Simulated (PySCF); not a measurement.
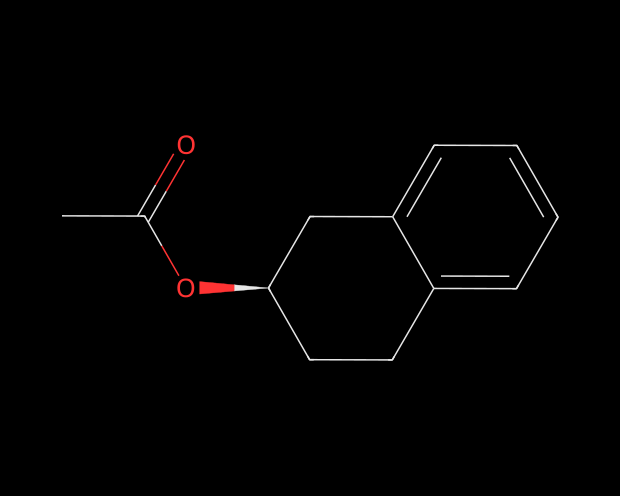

Question: Transcribe the drawing into SMILES.

Answer: CC(=O)O[C@@H]1CCc2ccccc2C1

Question: Give the formula, hydrogens included.

Answer: C12H14O2.

Question: An optimisation with PBE0-D3(BJ)/def2-SVP gave a structure of which point group?

Answer: C1.

More results for the same structure follow; atom numbers are the same in all pictures, views and colours differ. Computed geometry: PBE0-D3(BJ)/def2-SVP optimisation. No frequency run is at hand to confirm it as a minimum.

**Geometry**

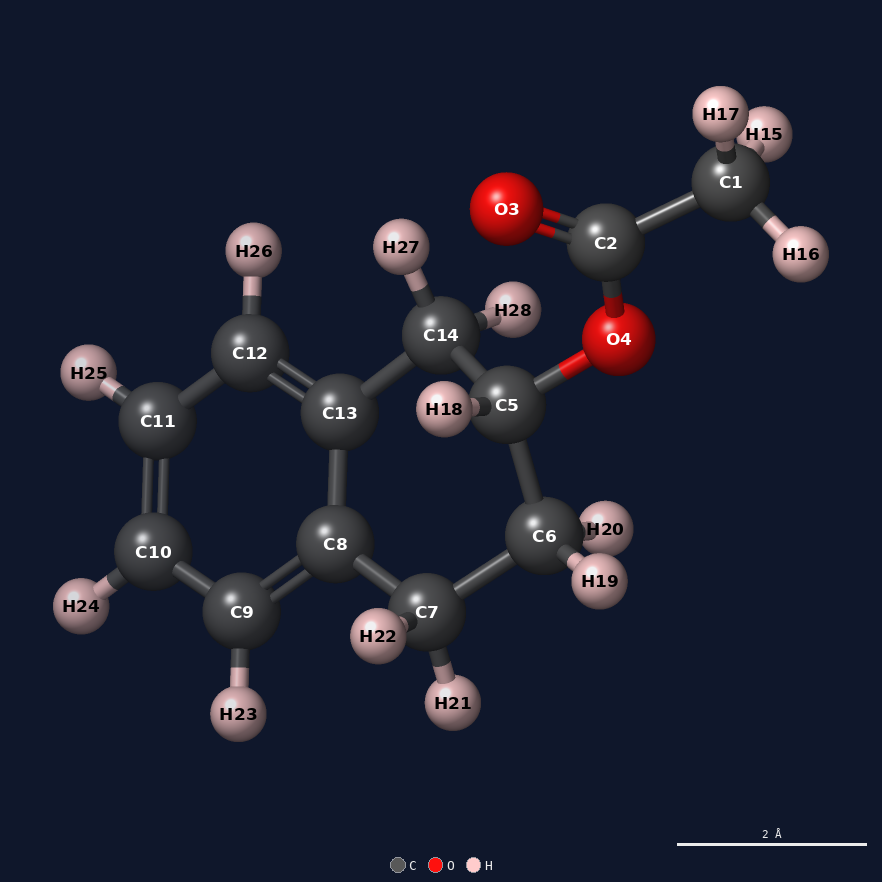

The atoms are numbered. No frequency run is at hand to confirm it as a minimum.

Question: What is the geometry at C12?

Answer: C12 has 3 neighbours (C11 at 1.39, C13 at 1.40, H26 at 1.09 Å); the arrangement is trigonal planar.

Question: Describe the coordination of atom 6.

Answer: C6 has 4 neighbours (C5 at 1.51, C7 at 1.52, H19 at 1.10, H20 at 1.10 Å); the arrangement is tetrahedral.

Question: What is the geometry at C5?

Answer: C5 has 4 neighbours (O4 at 1.43, C6 at 1.51, C14 at 1.52, H18 at 1.10 Å); the arrangement is tetrahedral.

Question: How are the neighbours of atom 10 arranged?

Answer: C10 has 3 neighbours (C9 at 1.39, C11 at 1.40, H24 at 1.09 Å); the arrangement is trigonal planar.

Question: What is the dihedral angle O4–C5–C6–C7?

Answer: 176° in size, that is anti.

**Quadrupole coupling**

No frequency run is at hand to confirm it as a minimum. Electric field gradients from the ground-state density, B3LYP/pcJ-1 (PySCF 2.14.0), non-relativistic apart from any core potentials.

Give the largest field-gradient component, the quadrupole coupling constant and the asymmetry for 17O at O3 (Q = −25.6 mb), 17O at O4 (Q = −25.6 mb), 2H at H15 (Q = 2.86 mb), 2H at H16 (Q = 2.86 mb).

```json
{"atom": "O3", "V_zz (a.u.)": "−1.639", "e²qQ/h (MHz)": "9.86", "η": "0.19"}
{"atom": "O4", "V_zz (a.u.)": "1.643", "e²qQ/h (MHz)": "−9.88", "η": "0.38"}
{"atom": "H15", "V_zz (a.u.)": "0.281", "e²qQ/h (MHz)": "0.189", "η": "0.05"}
{"atom": "H16", "V_zz (a.u.)": "0.282", "e²qQ/h (MHz)": "0.190", "η": "0.04"}
```

**NMR shielding**

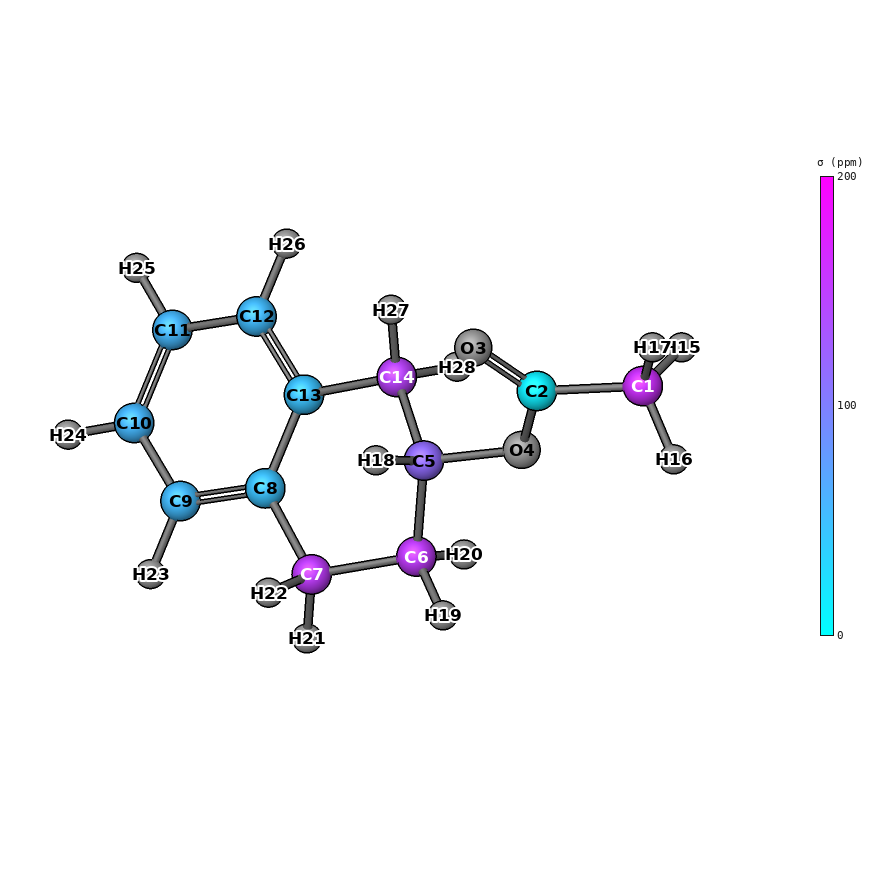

Atoms are coloured by their isotropic NMR shieldings (C only, the others grey). No frequency run is at hand to confirm it as a minimum. Method: GIAO B97-2/pcSseg-1 NMR shielding, non-relativistic, gas phase (PySCF 2.14.0).

Question: Which C atom is the most shielded (lowest chemical shift)?

Answer: C1 (161.3 ppm).

Question: Which C atom is the least shielded (highest chemical shift)?

Answer: C2 (13.0 ppm).

Question: How wide is the range of C shifts?

Answer: 148.3 ppm.

Give the isotropic NMR shieldings of the C atoms atom by atom.

| atom | σ (ppm) |
| --- | --- |
| C1 | 161.3 |
| C2 | 13.0 |
| C5 | 114.1 |
| C6 | 152.9 |
| C7 | 152.3 |
| C8 | 46.9 |
| C9 | 52.8 |
| C10 | 55.0 |
| C11 | 55.0 |
| C12 | 51.6 |
| C13 | 47.6 |
| C14 | 147.6 |

**Electronic properties**

No frequency run is at hand to confirm it as a minimum. Method: B3LYP/def2-SVPD, gas phase (PySCF 2.14.0). Excitations: vertical, linear response.

Question: Estimate the lowest vertical singlet excitation.

Answer: 5.16 eV.

Question: What is the dipole moment?

Answer: 2.08 D.

Question: Give the HOMO energy (Kohn–Sham orbital) at this level.

Answer: −6.71 eV.

Question: What is the LUMO energy (Kohn–Sham orbital)?

Answer: −0.55 eV.
